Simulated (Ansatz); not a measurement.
**Ta2N, response to strain**

Take Ta2N in the anti-CdI2 type structure (space group P-3m1, No. 164; a = 3.0738 Å, c = 4.8552 Å; relaxed with 0.1 eV smearing) as the base.

Strains are applied to the cell and any free atomic positions relax.

Level of theory: PBE-D3(BJ)/PAW in Ansatz (a first-principles code), no spin-orbit coupling.

Notes on the quantities. pressure: mean of the normal stresses, compression positive.

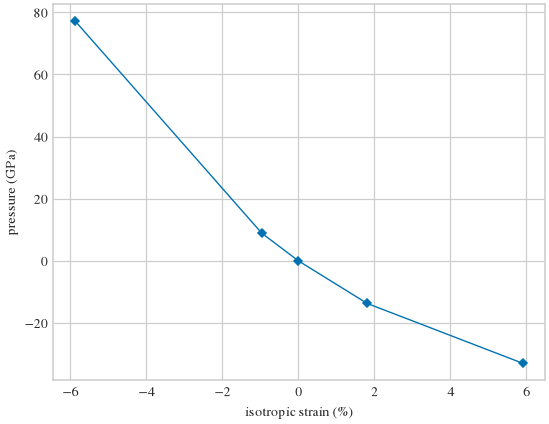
Figure. Pressure against isotropic strain

From the plot, what is the pressure for isotropic strain −0.96 %?

About 9 GPa.

Is the trend monotonic over the range shown?

Yes, it falls throughout, spanning -33.0 GPa to 77.2 GPa.

No phonon test of stability was made. All final runs are without spin polarisation. An odd electron count without spin: Ta2N.
